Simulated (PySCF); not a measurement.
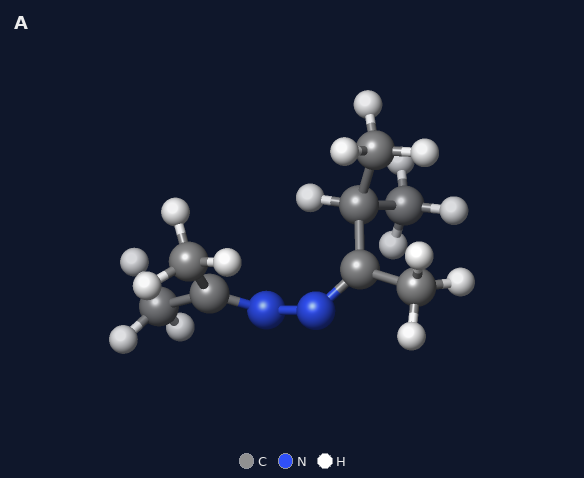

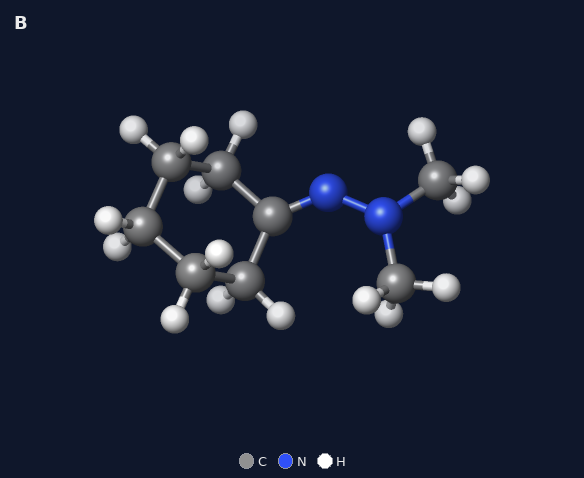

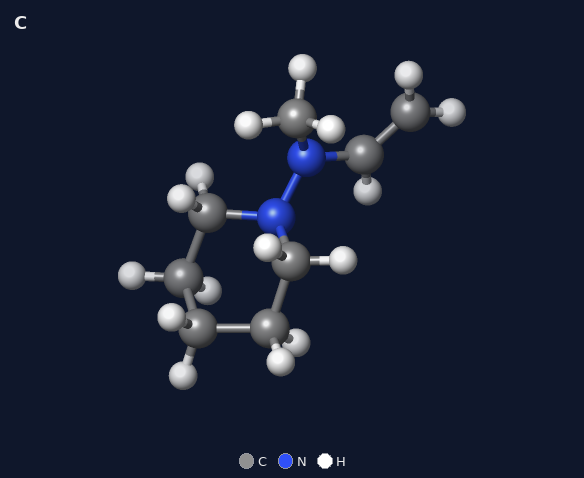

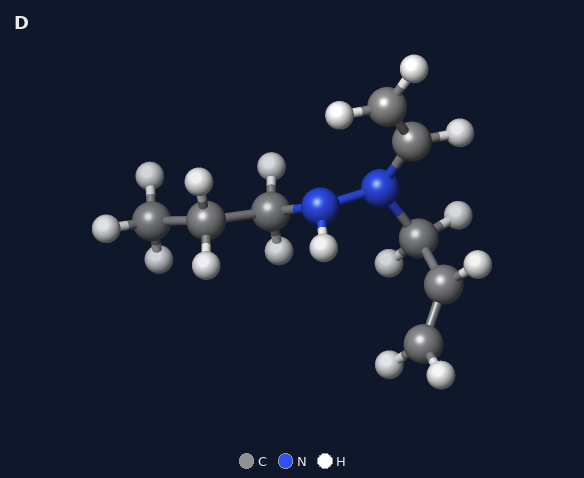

4 stationary structures of one formula. Geometries: GFN2-xTB. Electronic energies: PBE0/pcSseg-1 (PySCF 2.14.0), without zero-point energy. No frequency run is at hand to confirm each as a minimum. Each is one conformer, not always the lowest.

> How are they related?

They are constitutional isomers of C8H16N2: A `CC(C)=N/N=C(/C)C(C)C`, B `CN(C)N=C1CCCCC1`, C `C=CN(C)N1CCCCC1`, D `C=CCN(C=C)NCCC`.

> Rank them by energy, lowest first.

A is lowest; B lies 0.129 eV above it, C lies 0.377 eV above it, D lies 1.326 eV above it.
